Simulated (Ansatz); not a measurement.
## Convergence study of the plane-wave cutoff for MnIr (P4mm, 2 atoms in the cell)

```
CELL_PARAMETERS angstrom
      2.65496     0.00000     0.00000
      0.00000     2.65496     0.00000
      0.00000     0.00000     3.65346
ATOMIC_POSITIONS crystal
  Mn 0.50000 0.50000 0.51369
  Ir 0.00000 0.00000 0.00000
```
Moments meant for the start (each program seeds them in its own way; μB, in the order of the atoms Mn Ir): 4.0 0.0.

Method: PBEsol, default PAW files made with PBE (plane waves; Ansatz, an electronic-structure program).

Base settings: basis.ecutwfc = 420 eV; kpoints.mp_grid.grid = 10 10 8; hamiltonian.xc = pbesol; hamiltonian.pseudopotentials = {kind: paw} (the program's default PAW files); magnetization.spin_polarized = true; scf.occupations.method = fermi_dirac; scf.occupations.width = 0.1 eV.

The second cell is the first with its lattice scaled by 0.98.

The mesh stays at the base's, so the ladder's end is converged at best in this setting alone.

The first pressure column holds Ansatz's estimate of the finite-basis (Pulay) stress, which hides part of the cutoff error; the other is without it.

Only quantities that move along the ladder and can be compared are tabulated.

The magnetic state is not the same in all runs (site moments differ, or a search went on to a lower state), so steps between rows are not convergence errors alone.

The count of work is k-points × plane waves × bands × iterations; it is no time. 

The starting cell comes from a database of computed structures (which also holds hypothetical and non-ambient phases and stackings), without a prior relaxation at this level. Its lattice was rescaled by up to half a per cent. One atom was moved a little off its site on purpose. With one magnetic atom in the cell only a parallel order is possible. In the base run, with a pressure of about -10 GPa the cell is away from its equilibrium volume at this level.

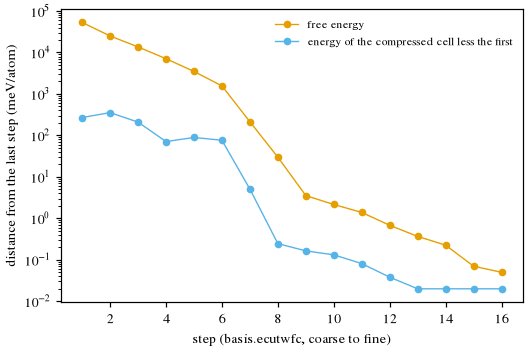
Distance from the last step along the ladder; very small values are drawn at a floor.

```csv
basis.ecutwfc,free energy less the last step's (meV/atom),energy of the compressed cell less the first (meV/atom),pressure (GPa),pressure without the Pulay estimate (GPa),largest difference of a force vector from the last step's (eV/Å),count of work / last
145 eV,53065.92,-274.31,-150.55,-2096.06,3.317,0.061
170 eV,25048.53,-359.46,-69.74,-1142.60,1.172,0.090
190 eV,13632.88,-214.10,-18.07,-690.16,0.718,0.083
210 eV,7087.32,66.47,8.80,-407.33,0.349,0.12
230 eV,3489.71,84.54,9.55,-242.45,0.008,0.15
250 eV,1564.22,71.81,5.24,-131.02,0.133,0.12
295 eV,213.84,0.38,-9.05,-33.50,0.053,0.16
335 eV,29.89,-4.94,-9.74,-14.08,0.003,0.19
380 eV,3.54,-4.53,-9.60,-9.91,0.000,0.23
420 eV,2.16,-4.56,-9.60,-9.66,0.000,0.25
460 eV,1.39,-4.61,-9.61,-9.69,0.000,0.31
505 eV,0.68,-4.65,-9.62,-9.66,0.000,0.32
565 eV,0.37,-4.68,-9.62,-9.63,0.000,0.38
630 eV,0.23,-4.69,-9.62,-9.63,0.000,0.45
735 eV,0.07,-4.69,-9.62,-9.63,0.000,0.61
840 eV,0.03,-4.69,-9.62,-9.62,0.000,0.77
1010 eV,0.00,-4.69,-9.62,-9.62,0.000,1.0
```

Coarsest basis.ecutwfc that holds the pressure within 0.1 GPa of the last step, with all finer ones: 380 eV, at 0.23 of the last step's count of work; the step before is off by 0.12 GPa.

Coarsest basis.ecutwfc that holds the pressure without the Pulay estimate within 0.2 GPa of the last step, with all finer ones: 420 eV, at 0.25 of the last step's count of work; the step before is off by 0.29 GPa.

Coarsest basis.ecutwfc that holds the free energy within 1 meV/atom of the last step, with all finer ones: 505 eV, at 0.32 of the last step's count of work; the step before is off by 1.4 meV/atom.

The energy difference between the two cells stays within 1 meV/atom of the last step's from 335 eV on, the total only from 505 eV on: much of the error is common to both cells and cancels.

At the lowest cutoff the pressure without the Pulay estimate lies 2090 GPa under the last step's, the usual sign of Pulay stress in an incomplete plane-wave basis.

Keys are those of Ansatz 0.2.
